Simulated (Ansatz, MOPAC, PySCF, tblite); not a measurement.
Bond stretch in CaO, singlet.

Methods: PM6, restricted, heats of formation (MOPAC); GFN2-xTB, 300 K electronic temperature (tblite); RKS-PBE = restricted PBE/def2-SVP run with Ansatz (a program for electronic structure); UKS-B3LYP/6-31G* = PySCF 2.14.0 with unrestricted B3LYP/6-31G*, spherical d; RKS-B3LYP = restricted B3LYP/def2-SVP in PySCF 2.14.0.

Energies are in eV, each relative to the lowest point of its own curve near equilibrium.

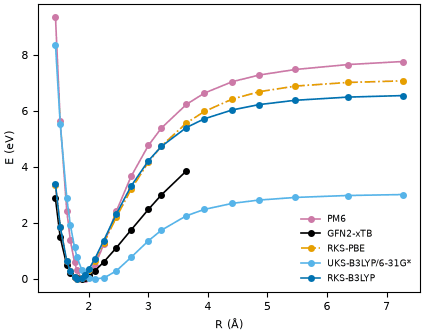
Figure. Energy against bond length for each method.

```
R / Å    PM6  GFN2-xTB  RKS-PBE  UKS-B3LYP/6-31G*  RKS-B3LYP
-----  -----  --------  -------  ----------------  ---------
1.44   9.352     2.867    3.336             8.359      3.373
1.52   5.619     1.480    1.842             5.516      1.859
1.63   2.427     0.486    0.625             2.880      0.622
1.69   1.371     0.216    0.266             1.919      0.261
1.76   0.582     0.050    0.048             1.116      0.045
1.80   0.301     0.008    0.000             0.782      0.000
1.88   0.024     0.000    0.030             0.324      0.042
1.93   0.000     0.034    0.116             0.152      0.137
2.00   0.109     0.116    0.298             0.022      0.334
2.10   0.461     0.281    0.645             0.000      0.705
2.25   1.223     0.594    1.269             0.021      1.360
2.46   2.402     1.100    2.188             0.276      2.307
2.71   3.654     1.742    3.194             0.764      3.308
3.00   4.761     2.475    4.162             1.352      4.213
3.22   5.385     2.997    4.743             1.735      4.729
3.64   6.229     3.855    5.563             2.249      5.402
3.94   6.631         —    5.975             2.476      5.713
4.41   7.040         —    6.417             2.691      6.031
4.86   7.277         —    6.681             2.810      6.220
5.47   7.476         —    6.883             2.904      6.376
6.35   7.651         —    7.012             2.973      6.488
7.27   7.760         —    7.069             3.006      6.543
```

At the longest distance, 7.27 Å, PM6 lies highest above its minimum (7.760 eV) and UKS-B3LYP/6-31G* lowest (3.006 eV).

Dashes: no converged value, or the column stops at the first point that the program doubted or that broke a chosen test of continuity, which isn't proof of a fault.

The restricted form behind PM6, RKS-PBE, RKS-B3LYP keeps the bonding electrons paired and can't separate into open-shell fragments. The unrestricted determinant behind UKS-B3LYP/6-31G* is spin-contaminated at 1.44 to 7.27 Å (<S²> up to 1.0, against 0.00 for a pure singlet). At the longest distance RKS-B3LYP leaves fractional charges on the fragments, a sign of delocalisation error or of the restricted form.
